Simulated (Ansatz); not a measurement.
Start from AlP in the zinc blende structure (space group F-43m, No. 216; a = 5.5073 Å).

It is then changed as follows: 0.0292 holes added to each cell, a density of 7.0×10^20 cm⁻³, with a uniform compensating background at fixed cell and a 300 K Fermi–Dirac width.

The values are results of Ansatz (a quantum-chemistry and plane-wave program), PBE, PAW, cutoff 420 eV, without spin-orbit coupling, earlier PAW set, not measurements.

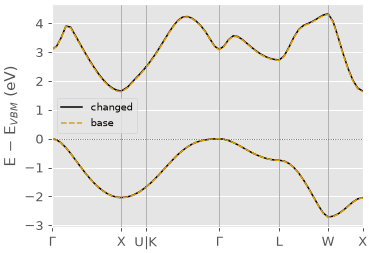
Figure. Highest valence and lowest conduction band along the path, each from its own valence-band maximum

Problem. From the figure, how large is the changed gap, and is it direct?

Solution. About 1.7 eV, indirect, Γ → X.

Charged cell with a jellium background: band edges are those of the host's band count, energies are not comparable with the neutral cell, and many-body gap narrowing is missing. No phonon test of stability was made.
